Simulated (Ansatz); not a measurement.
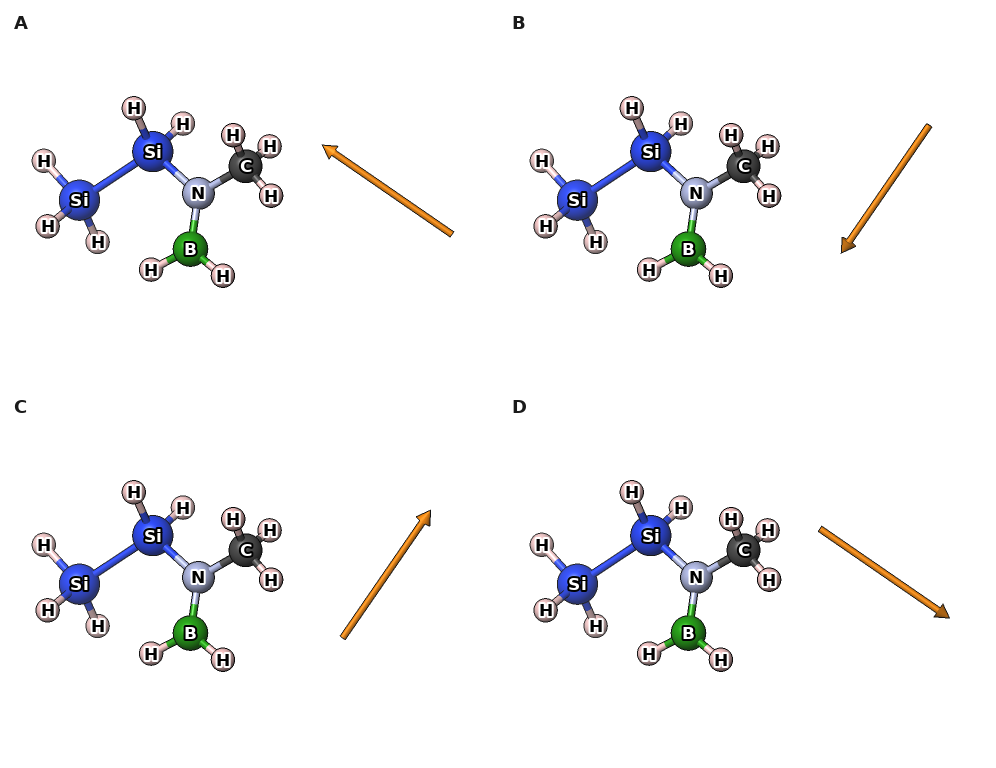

The same molecule four times, each with an arrow. Computed geometry: PBE0-D4/def2-TZVP optimisation. Level of theory: RKS PBE0-D4/def2-TZVP (Ansatz 0.2.0).

Question: Which arrow points along the dipole moment, from the negative to the positive end?

Answer: C. The dipole moment is 1.36 D.
